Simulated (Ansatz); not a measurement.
# A computed series for Ge2Sb2Te5: pressure series

The reference is Ge₂Sb₂Te₅ (space group P-3m1, No. 164; a = 4.224 Å, c = 16.872 Å).

Cell and atoms are relaxed at each pressure.

Calculations: PBEsol (Ansatz, a program for electronic structure), scalar-relativistic without spin-orbit coupling, earlier PAW set.

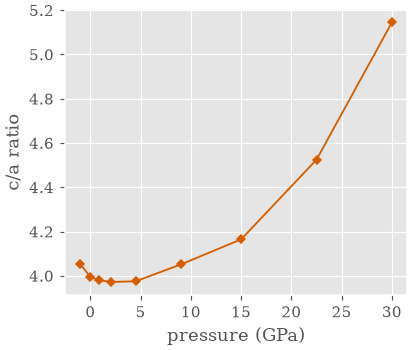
Figure: c/a ratio against pressure

Q: From the plot, what is the c/a ratio for pressure 22.5 GPa?

A: About 4.52.

Q: Is the trend monotonic over the range shown?

A: No, it turns within the range, spanning 3.972 to 5.145.

The mesh was chosen for an insulator and is coarse for the gapless case. From pressure 30 GPa on, the axis ratios lie over 15 % from the base's, so the cell there is far from its starting form. Load acts through the strain it causes; cell and atoms are relaxed under it. Stability against distortions was not tested. Competing high-pressure phases were not computed. The final runs are not spin-polarised.
